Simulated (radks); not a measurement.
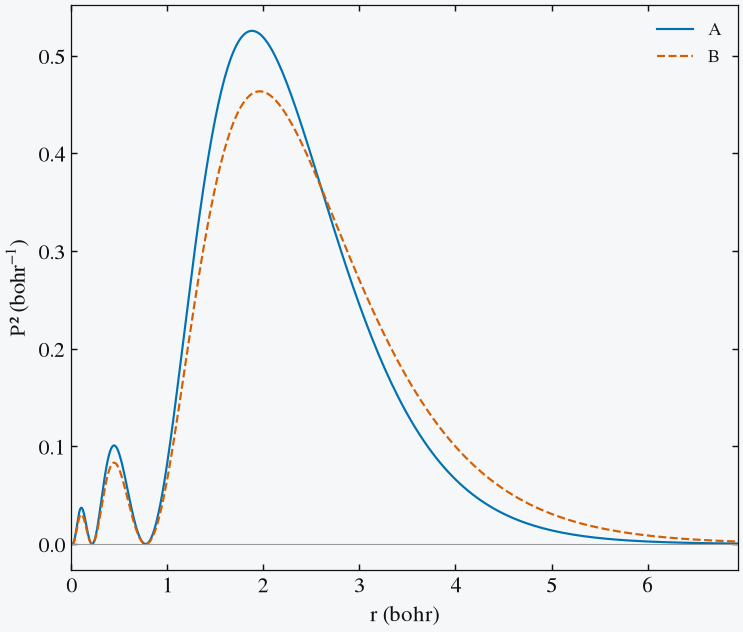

Two charge states of arsenic were computed: As in [Ar] 3d10 4s2 4p3 (high spin); As⁺ in [Ar] 3d10 4s2 4p2 (high spin). Level of theory: scalar-relativistic Kohn-Sham, Slater X-alpha with alpha = 0.757, spin-polarised, spherical densities, point nucleus. Computed with the in-house radial solver radks.

The plot shows P² of the 4p up orbital in both runs (large components where relativistic).

Assign A and B.

A is As⁺ in [Ar] 3d10 4s2 4p2 (high spin) (⟨r⟩ = 2.27 bohr, eigenvalue −14.3 eV); B is As in [Ar] 3d10 4s2 4p3 (high spin) (⟨r⟩ = 2.48 bohr, eigenvalue −6.10 eV). Fewer electrons screen less, so the orbital shrinks.
